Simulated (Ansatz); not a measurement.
# CBr2Cl2 (dibromodichloromethane): a chain of runs

Aim: energy and forces (r2SCAN/splines), then energy and gradient (r2SCAN/cc-pVDZ-DK), then energy and forces (r2SCAN/cc-pVTZ-DK), then energy and gradient (r2SCAN/x2c-TZVPall), then energy and forces (r2SCAN/ANO-RCC-VTZP) of CBr2Cl2 (dibromodichloromethane). 

The calculation is run with Ansatz 0.2.0.

### Step 1. The molecule

The species is CBr2Cl2 (5 atoms), meant as a singlet with charge 0. As SMILES, `ClC(Cl)(Br)Br`. The shape is that of a PBE0-D4/def2-TZVP optimisation.

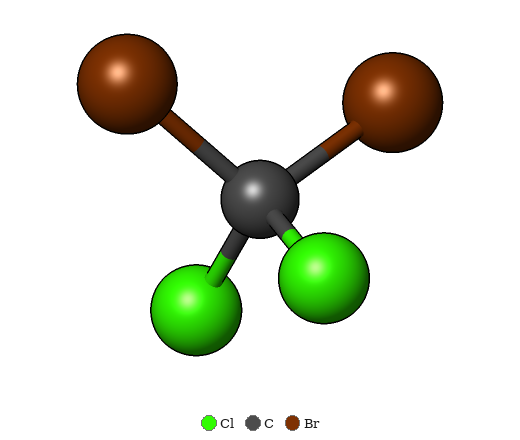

The structure, seen from a chosen angle (chlorine green, carbon dark grey, bromine brown).

### Step 2. Energy and gradient at r2SCAN/splines (scalar, accuracy low, spline vacuum 6 angstrom) (run 1)

Input file input.yaml:

```yaml
crystal:
  periodic: [false, false, false]
  atoms:
    - {symbol: Cl, position_ang: [0.575900, -0.931900, 1.411700]}
    - {symbol: C, position_ang: [-0.009600, -0.014800, 0.034300]}
    - {symbol: Cl, position_ang: [-1.436900, 0.900100, 0.488900]}
    - {symbol: Br, position_ang: [-0.454900, -1.231600, -1.410000]}
    - {symbol: Br, position_ang: [1.375400, 1.204500, -0.566200]}
basis:
  splines: {vacuum: 6}
hamiltonian:
  xc: r2scan
  pseudopotentials: {relativity: scalar}
accuracy: low
output: {forces: true}
```

Run with:

```sh
$ ansatz run input.yaml --threads 1 --pin off --max-ram 2610MiB --events-out events.jsonl --progress --plain --runs-dir runs
```

Output:

```text
Error: memory limit exceeded: the `solve on splines` phase needs 3.16 GiB against a 2.32 GiB budget; largest carriers: lattices 2.08 GiB, atoms' tables 0.90 GiB, stability analysis 0.16 GiB, threads' scratch 0.02 GiB; a lower accuracy has fewer points, and so has a vacuum nearer to its least
raise --max-ram-frac (at most 1; over 0.88 where none was typed) and, where it was typed, --max-ram, as far as the host has headroom, free memory on the host or within its container's limit, run where the host or its container's limit has more memory, or run on fewer --threads, or lower what the refusal names above (a resume cannot: its deck is fixed)
```

It took 0.84 s on 1 thread of Arm Neoverse V1, shared host; peak memory 0.068 GiB.

The program refused the input.

### Step 3. Energy and gradient at r2SCAN/cc-pVDZ-DK (sfX2C) (run 2)

Input file in.yaml:

```yaml
crystal:
  periodic: [false, false, false]
  atoms:
    - {symbol: Cl, position_ang: [0.575900, -0.931900, 1.411700]}
    - {symbol: C, position_ang: [-0.009600, -0.014800, 0.034300]}
    - {symbol: Cl, position_ang: [-1.436900, 0.900100, 0.488900]}
    - {symbol: Br, position_ang: [-0.454900, -1.231600, -1.410000]}
    - {symbol: Br, position_ang: [1.375400, 1.204500, -0.566200]}
basis:
  gaussian:
    orbitals: cc-pVDZ-DK.json
hamiltonian:
  xc: {name: r2SCAN}
  pseudopotentials: {relativity: scalar}
output: {forces: true, orbitals: {seedname: orbitals}}
```

The basis set cc-pVDZ-DK is read from a file made from the Basis Set Exchange's data (not shown).

Run with:

```sh
$ ansatz run in.yaml --threads 1 --pin off --max-ram 2610MiB --events-out events.jsonl --progress --plain --runs-dir runs
```

Output, cut to the lines that bear on the results:

```text
Warning: RAYON_NUM_THREADS=1 ignored (pool sized by the plan → 1); use --threads N
Functional definition: r2SCAN
  name "r2SCAN"
[...]
1164 factors; integrals over basis functions are off by at most 9.1e-4 eV
[...]
mean field -167990.73741613 eV, -6173.5457318314 hartree, gradient 2.6e-5 eV, S^2 0.000000; 0 other end points of the search recorded, 0 dependent functions left out
[...]
reference -167990.73742284 eV, -6173.5457320778 hartree; 55, 55 occupied and 49, 49 virtual orbitals, 1164 factors
Total energy: -167990.73742284 eV, -6173.5457320778 hartree
Relativity: scalar
Atom 0 at     0.575900    -0.931900     1.411700 Å, force     0.221691    -0.338214     0.497041 eV/Å
Atom 1 at    -0.009600    -0.014800     0.034300 Å, force     0.055309     0.000535    -0.117444 eV/Å
Atom 2 at    -1.436900     0.900100     0.488900 Å, force    -0.522440     0.338457     0.156735 eV/Å
Atom 3 at    -0.454900    -1.231600    -1.410000 Å, force    -0.110367    -0.310889    -0.376499 eV/Å
Atom 4 at     1.375400     1.204500    -0.566200 Å, force     0.355808     0.310110    -0.159832 eV/Å
Dipole moment:     0.006829    -0.000032    -0.015103 e Å
```

It took 15 s on 1 thread of Arm Neoverse V1, shared host; peak memory 0.19 GiB.

### Step 4. Energy and gradient at r2SCAN/cc-pVTZ-DK (sfX2C) (run 3)

Input file molecule.yaml:

```yaml
basis:
  gaussian: {orbitals: cc-pVTZ-DK}
crystal:
  periodic: [false, false, false]
  atoms:
    - symbol: Cl
      position_ang: [0.575900, -0.931900, 1.411700]
    - symbol: C
      position_ang: [-0.009600, -0.014800, 0.034300]
    - symbol: Cl
      position_ang: [-1.436900, 0.900100, 0.488900]
    - symbol: Br
      position_ang: [-0.454900, -1.231600, -1.410000]
    - symbol: Br
      position_ang: [1.375400, 1.204500, -0.566200]
total_charge: 0
hamiltonian: {xc: {name: r2SCAN}, pseudopotentials: {relativity: scalar}}
output: {forces: true, orbitals: {seedname: orbitals}}
```

Run with:

```sh
$ ansatz run molecule.yaml --threads 1 --pin off --max-ram 2610MiB --events-out events.jsonl --progress --plain --runs-dir runs
```

Output, cut to the lines that bear on the results:

```text
Warning: RAYON_NUM_THREADS=1 ignored (pool sized by the plan → 1); use --threads N
[... 2 set-up lines as earlier in the session ...]
[...]
1475 factors; their error is unknown
[...]
mean field -167998.18673008 eV, -6173.8194890697 hartree, gradient 3.4e-5 eV, S^2 0.000000; 0 other end points of the search recorded, 0 dependent functions left out
[...]
reference -167998.18673910 eV, -6173.8194894012 hartree; 55, 55 occupied and 129, 129 virtual orbitals, 1475 factors
Total energy: -167998.18673910 eV, -6173.8194894012 hartree
Relativity: scalar
Atom 0 at     0.575900    -0.931900     1.411700 Å, force     0.127504    -0.193149     0.282514 eV/Å
Atom 1 at    -0.009600    -0.014800     0.034300 Å, force     0.021213     0.000443    -0.043430 eV/Å
Atom 2 at    -1.436900     0.900100     0.488900 Å, force    -0.298127     0.193670     0.088169 eV/Å
Atom 3 at    -0.454900    -1.231600    -1.410000 Å, force    -0.065066    -0.186769    -0.228899 eV/Å
Atom 4 at     1.375400     1.204500    -0.566200 Å, force     0.214476     0.185804    -0.098354 eV/Å
Dipole moment:     0.000647    -0.000046    -0.001639 e Å
```

Run time: 26 s. Hardware: 1 thread of Arm Neoverse V1, shared host; peak memory 0.31 GiB.

### Step 5. Energy and forces at r2SCAN/x2c-TZVPall (sfX2C) (run 4)

Input file job.yaml:

```yaml
crystal:
  periodic: [false, false, false]
  atoms:
    - {symbol: Cl, position_ang: [0.575900, -0.931900, 1.411700]}
    - {symbol: C, position_ang: [-0.009600, -0.014800, 0.034300]}
    - {symbol: Cl, position_ang: [-1.436900, 0.900100, 0.488900]}
    - {symbol: Br, position_ang: [-0.454900, -1.231600, -1.410000]}
    - {symbol: Br, position_ang: [1.375400, 1.204500, -0.566200]}
basis:
  gaussian: {orbitals: x2c-TZVPall.json}
hamiltonian: {xc: {name: r2SCAN}, pseudopotentials: {relativity: scalar}}
output: {forces: true, orbitals: {seedname: orbitals}}
```

The basis set x2c-TZVPall is read from a file made from the Basis Set Exchange's data (not shown).

Run with:

```sh
$ ansatz run job.yaml --threads 1 --pin off --max-ram 2610MiB --events-out events.jsonl --progress --plain --runs-dir runs
```

Output, cut to the lines that bear on the results:

```text
Warning: RAYON_NUM_THREADS=1 ignored (pool sized by the plan → 1); use --threads N
[... 2 set-up lines as earlier in the session ...]
[...]
1452 factors; their error is unknown
[...]
mean field -167997.78054175 eV, -6173.8045619239 hartree, gradient 2.8e-5 eV, S^2 0.000000; 0 other end points of the search recorded, 0 dependent functions left out
[...]
reference -167997.78055016 eV, -6173.8045622328 hartree; 55, 55 occupied and 146, 146 virtual orbitals, 1452 factors
Total energy: -167997.78055016 eV, -6173.8045622328 hartree
Relativity: scalar
Atom 0 at     0.575900    -0.931900     1.411700 Å, force     0.095613    -0.143444     0.208197 eV/Å
Atom 1 at    -0.009600    -0.014800     0.034300 Å, force    -0.017054     0.000352     0.039817 eV/Å
Atom 2 at    -1.436900     0.900100     0.488900 Å, force    -0.220905     0.144070     0.063861 eV/Å
Atom 3 at    -0.454900    -1.231600    -1.410000 Å, force    -0.063581    -0.180097    -0.218894 eV/Å
Atom 4 at     1.375400     1.204500    -0.566200 Å, force     0.205927     0.179119    -0.092981 eV/Å
Dipole moment:    -0.002609    -0.000054     0.005451 e Å
```

It took 24 s on 1 thread of Arm Neoverse V1, shared host; peak memory 0.33 GiB.

### Step 6. Energy and forces at r2SCAN/ANO-RCC-VTZP (sfX2C) (run 5)

in.yaml: that of step 3 with these lines changed.

```diff
@@ -10,6 +10,10 @@
   gaussian:
-    orbitals: cc-pVDZ-DK.json
+    orbitals: ANO-RCC-VTZP
 hamiltonian:
-  xc: {name: r2SCAN}
-  pseudopotentials: {relativity: scalar}
-output: {forces: true, orbitals: {seedname: orbitals}}
+  xc: r2scan
+  pseudopotentials:
+    relativity: scalar
+output:
+  forces: true
+  orbitals: {seedname: orbitals}
+total_charge: 0
```

Run with:

```sh
$ ansatz run in.yaml --threads 1 --pin off --max-ram 2610MiB --events-out events.jsonl --progress --plain --runs-dir runs
```

Output, cut to the lines that bear on the results:

```text
Warning: RAYON_NUM_THREADS=1 ignored (pool sized by the plan → 1); use --threads N
[... 2 set-up lines as earlier in the session ...]
[...]
1693 factors; their error is unknown
[...]
mean field -167998.72327054 eV, -6173.8392065676 hartree, gradient 4.4e-5 eV, S^2 0.000000; 0 other end points of the search recorded, 0 dependent functions left out
[...]
reference -167998.72328879 eV, -6173.8392072385 hartree; 55, 55 occupied and 129, 129 virtual orbitals, 1693 factors
Total energy: -167998.72328879 eV, -6173.8392072385 hartree
Relativity: scalar
Atom 0 at     0.575900    -0.931900     1.411700 Å, force     0.106893    -0.161433     0.235659 eV/Å
Atom 1 at    -0.009600    -0.014800     0.034300 Å, force     0.000388     0.000392     0.001872 eV/Å
Atom 2 at    -1.436900     0.900100     0.488900 Å, force    -0.249115     0.162022     0.073227 eV/Å
Atom 3 at    -0.454900    -1.231600    -1.410000 Å, force    -0.063589    -0.179770    -0.218223 eV/Å
Atom 4 at     1.375400     1.204500    -0.566200 Å, force     0.205423     0.178788    -0.092536 eV/Å
Dipole moment:     0.000884    -0.000044    -0.002153 e Å
```

Run time: 44 s. Hardware: 1 thread of Arm Neoverse V1, shared host; peak memory 0.42 GiB.

### Step 7. What came out

| quantity | value |
| --- | --- |
| run 2, r2SCAN/cc-pVDZ-DK: total energy | -6173.54573 Eh |
| run 2, r2SCAN/cc-pVDZ-DK: dipole moment | 0.08 D |
| run 2, r2SCAN/cc-pVDZ-DK: HOMO energy | -7.27 eV |
| run 2, r2SCAN/cc-pVDZ-DK: LUMO energy | -2.95 eV |
| run 2, r2SCAN/cc-pVDZ-DK: HOMO–LUMO gap | 4.31 eV |
| run 2, r2SCAN/cc-pVDZ-DK: largest force on an atom | 0.642 eV/Å |
| run 3, r2SCAN/cc-pVTZ-DK: total energy | -6173.81949 Eh |
| run 3, r2SCAN/cc-pVTZ-DK: dipole moment | 0.01 D |
| run 3, r2SCAN/cc-pVTZ-DK: HOMO energy | -7.36 eV |
| run 3, r2SCAN/cc-pVTZ-DK: LUMO energy | -3.07 eV |
| run 3, r2SCAN/cc-pVTZ-DK: HOMO–LUMO gap | 4.30 eV |
| run 3, r2SCAN/cc-pVTZ-DK: largest force on an atom | 0.366 eV/Å |
| run 4, r2SCAN/x2c-TZVPall: total energy | -6173.80456 Eh |
| run 4, r2SCAN/x2c-TZVPall: dipole moment | 0.03 D |
| run 4, r2SCAN/x2c-TZVPall: HOMO energy | -7.34 eV |
| run 4, r2SCAN/x2c-TZVPall: LUMO energy | -3.03 eV |
| run 4, r2SCAN/x2c-TZVPall: HOMO–LUMO gap | 4.31 eV |
| run 4, r2SCAN/x2c-TZVPall: largest force on an atom | 0.291 eV/Å |
| run 5, r2SCAN/ANO-RCC-VTZP: total energy | -6173.83921 Eh |
| run 5, r2SCAN/ANO-RCC-VTZP: dipole moment | 0.01 D |
| run 5, r2SCAN/ANO-RCC-VTZP: HOMO energy | -7.39 eV |
| run 5, r2SCAN/ANO-RCC-VTZP: LUMO energy | -3.13 eV |
| run 5, r2SCAN/ANO-RCC-VTZP: HOMO–LUMO gap | 4.26 eV |
| run 5, r2SCAN/ANO-RCC-VTZP: largest force on an atom | 0.306 eV/Å |
| run 1, r2SCAN/splines | no result (refused) |

**Reading.** The largest force (run 2, r2SCAN/cc-pVDZ-DK) is 0.64 eV/Å: the shape isn't a stationary point for this species at this level. The largest force (run 5, r2SCAN/ANO-RCC-VTZP) is 0.31 eV/Å: the shape isn't a stationary point for this species at this level. The largest force (run 4, r2SCAN/x2c-TZVPall) is 0.29 eV/Å: the shape isn't a stationary point for this species at this level. The largest force (run 3, r2SCAN/cc-pVTZ-DK) is 0.37 eV/Å: the shape isn't a stationary point for this species at this level. 1 of the 5 runs did not end normally.
